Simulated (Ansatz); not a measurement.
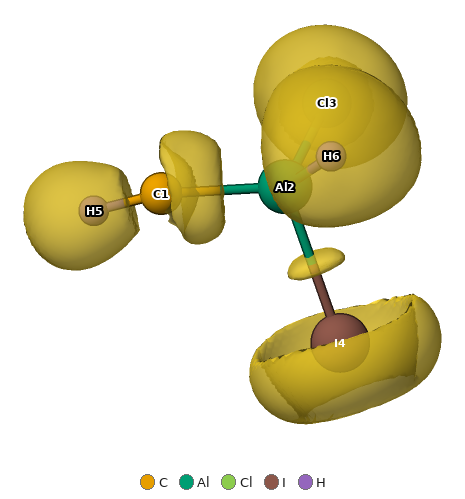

CH2AlClI (charge −1, triplet). Isosurface of the electron localisation function at 0.8 (yellow), seen across its widest extent. Only the valence region is drawn (cores and ρ < 0.01 e/Å³ removed).

Geometry: PBE0-D3(BJ)/def2-SVPD; core potentials replace the inner electrons of I.

Computed with isolated molecule in a Gaussian basis; Kohn-Sham density functional theory, functional PBE0 (Ansatz).

```xyz
6

C    -2.0851   -0.8995    0.6552
Al   -0.3763   -0.6389    1.5158
Cl    0.0430    1.5231    1.7480
I     1.4359   -1.5963   -0.1397
H    -2.8992   -1.0186   -0.0666
H    -0.1771   -1.3733    2.9226
```

Question: What do the ELF domains correspond to?

Answer: At this value the surface marks out one region between bonded Al–I atoms (shared pairs), two regions around hydrogen nuclei, one lobe of the valence shell of C pointing towards Al (polar bonds), one region on Cl in which the atom's valence shell and bonds are merged and one ring or bowl of non-bonding electrons around I. Along the contacts the grid gives the following. C–Al (1.93 Å): the ELF peaks at about 0.95 between the atoms (a shared but strongly polarised pair). Al–Cl (2.21 Å): the ELF peaks at about 0.90 in the valence shell of Cl, 0.9 Å from its nucleus, and is about 0.80 at the midpoint.
